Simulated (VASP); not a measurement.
Band structure of Ir. These are PBE GGA, VASP's PBE PAW potentials (set 64) (plane waves; VASP) values and carry that method's errors.

The cell holds a wide vacuum, so values per volume refer to the whole cell. Unless said otherwise, spin-orbit coupling is left out, though it shifts the bands of the heavy elements here.

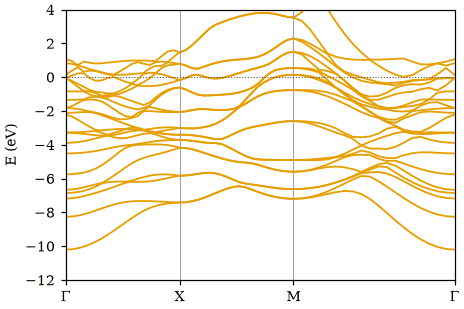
*Bands along high-symmetry lines, zero at the valence-band maximum or, without a gap, the Fermi level*

Problem. Read the plot: is there a gap, and where are the band edges?

Solution. It has no gap at this level: it comes out as a metal or semimetal.

The cell is a sheet with vacuum, built from a generated structure.
